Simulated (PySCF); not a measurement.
# C₄H₈N₂Si: electronic excitations

Aim: predict the electronic excitations of C₄H₈N₂Si (`C[SiH2]/N=C(/C)C#N`).

The runs use PySCF 2.14.0, with density-fitted response routines of our own; the level of theory stands in each step. All values are computed, except where a source is named. Atoms count from 0, in the outputs and in this text.

**1. The molecule as given**

15 atoms, charge 0, multiplicity 1; geometry from: GFN2-xTB.

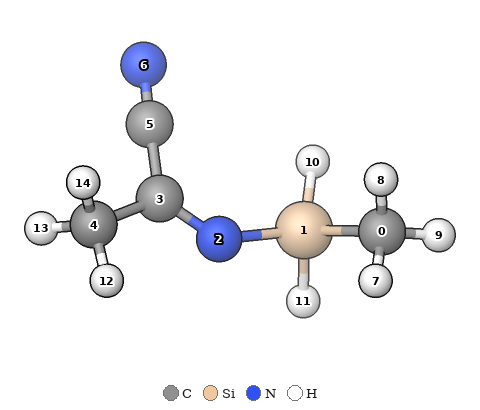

The starting geometry (carbon grey, silicon light orange, nitrogen blue, hydrogen white), atoms numbered; sticks join atoms by distance.

**2. TDDFT and polarisability: CAM-B3LYP/def2-SVPD**

The job: settings as JSON, then the geometry in Å.

```
{"job": {"kind": "uv", "xc": "CAM-B3LYP", "basis": "def2-SVPD", "nstates": 8, "ntriplets": 3}, "charge": 0, "multiplicity": 1}
C     -2.535360     0.624863    -0.289735
Si    -1.292433    -0.770911    -0.609194
N      0.245699    -0.003616    -0.501382
C      1.259809    -0.115939     0.233449
C      2.480392     0.731005     0.045698
C      1.341241    -1.060863     1.309950
N      1.371852    -1.823429     2.165269
H     -2.341691     1.477690    -0.932413
H     -2.500851     0.968917     0.739953
H     -3.543836     0.278229    -0.490220
H     -1.550032    -1.894358     0.298847
H     -1.296832    -1.204071    -2.007380
H      2.321841     1.424349    -0.775379
H      3.338566     0.094807    -0.170165
H      2.697222     1.281316     0.960792
```

Level: TDDFT CAM-B3LYP/def2-SVPD, vertical, gas phase, core orbitals frozen in the response.

Launch:

```bash
> OMP_NUM_THREADS=1 python probes_run.py task.json out
```

The driver reads the jobs from task.json and runs them one after another.

Standard output:

```text
coarse grid: 13056 points
cycle   1  E = -555.6208831133  dE =  8.438e-01  |g| = 6.558e-01  |ddm| = 6.091e+00
cycle   2  E = -555.4747520317  dE =  1.461e-01  |g| = 1.098e+00  |ddm| = 2.824e+00
cycle   3  E = -555.7252571340  dE = -2.505e-01  |g| = 9.533e-02  |ddm| = 1.753e+00
cycle   4  E = -555.7267509850  dE = -1.494e-03  |g| = 5.921e-02  |ddm| = 2.371e-01
cycle   5  E = -555.7274521035  dE = -7.011e-04  |g| = 2.268e-02  |ddm| = 1.022e-01
cycle   6  E = -555.7275681317  dE = -1.160e-04  |g| = 3.070e-03  |ddm| = 5.230e-02
cycle   7  E = -555.7275716052  dE = -3.474e-06  |g| = 1.185e-03  |ddm| = 1.102e-02
final grid: 121720 points
cycle   8  E = -555.8104481096  dE = -2.524e-05  |g| = 3.023e-03  |ddm| = 5.898e-02
cycle   9  E = -555.8104486479  dE = -5.383e-07  |g| = 2.746e-03  |ddm| = 1.028e-02
cycle  10  E = -555.8104505072  dE = -1.859e-06  |g| = 4.232e-04  |ddm| = 4.221e-03
cycle  11  E = -555.8104505337  dE = -2.642e-08  |g| = 2.691e-04  |ddm| = 8.052e-04
cycle  12  E = -555.8104505484  dE = -1.475e-08  |g| = 5.032e-05  |ddm| = 4.224e-04
cycle  13  E = -555.8104505490  dE = -5.766e-10  |g| = 2.018e-05  |ddm| = 1.040e-04
converged SCF energy = -555.8104505490

Static polarisability (au): isotropic 86.654, principal 68.420 84.706 106.838

Singlet excitations
state   eV       nm        f      main configurations
  1   3.8215    324.4   0.00144   H->L 0.96
  2   6.3036    196.7   0.33414   H-1->L 0.86
  3   6.3780    194.4   0.00107   H-4->L 0.84
  4   6.9792    177.6   0.00794   H-2->L 0.85
  5   7.0171    176.7   0.01665   H->L+1 0.63, H->L+3 0.22
  6   7.3762    168.1   0.06472   H-3->L 0.59, H->L+1 0.12
  7   7.6202    162.7   0.05546   H->L+2 0.59, H->L+3 0.15
  8   7.7215    160.6   0.01473   H->L+3 0.37, H-6->L 0.17, H->L+1 0.15

Triplet excitations (Tamm-Dancoff, eV): 3.2398 4.2217 5.9768
```

Run time: 34 s. Hardware: 1 thread of Intel Xeon 6975P-C, shared host; peak memory 0.95 GiB.

The orbitals next to the gap, with their largest atomic shares:

| orbital | eV | atoms |
| --- | --- | --- |
| HOMO−3 | -11.51 | N6 18 %, Si1 17 %, C5 14 % |
| HOMO−2 | -11.00 | Si1 28 %, C0 17 %, H10 17 % |
| HOMO−1 | -10.12 | C0 20 %, N2 19 %, Si1 14 % |
| HOMO | -9.15 | N2 58 %, Si1 11 %, C3 10 % |
| LUMO | -0.96 | N2 28 %, C3 26 %, N6 16 % |
| LUMO+1 | 1.07 | C4 22 %, C5 16 %, Si1 15 % |
| LUMO+2 | 1.34 | Si1 25 %, C0 24 %, H9 10 % |

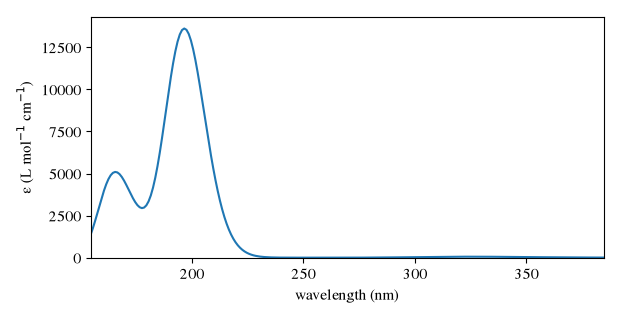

Absorption spectrum: each of the 8 states is a Gaussian band of 0.4 eV half-width at 1/e. Beyond the last state computed it falls off for lack of states.

Ground-state properties from the same run:

| property | computed |
| --- | --- |
| dipole moment (D) | 2.54 |
| polarisability (Å³) | 12.84 |
| HOMO–LUMO gap (eV) | 8.19 |
| −ε(HOMO) (eV) | 9.15 |

**3. Results**

| quantity | value |
| --- | --- |
| lowest singlet (CAM-B3LYP/def2-SVPD) | 3.82 eV (324 nm), f = 0.001 |
| brightest single state of those computed | state 2, 6.30 eV, f = 0.334 |
| lowest triplet | 3.24 eV |

In words: The first singlet state (HOMO→LUMO 0.96) lies at 3.82 eV and is weak; of the 8 states computed, the strongest absorption comes from state 2 at 6.30 eV. The lowest triplet lies 0.58 eV below the lowest singlet (triplets in Tamm-Dancoff, singlets in full TDDFT).
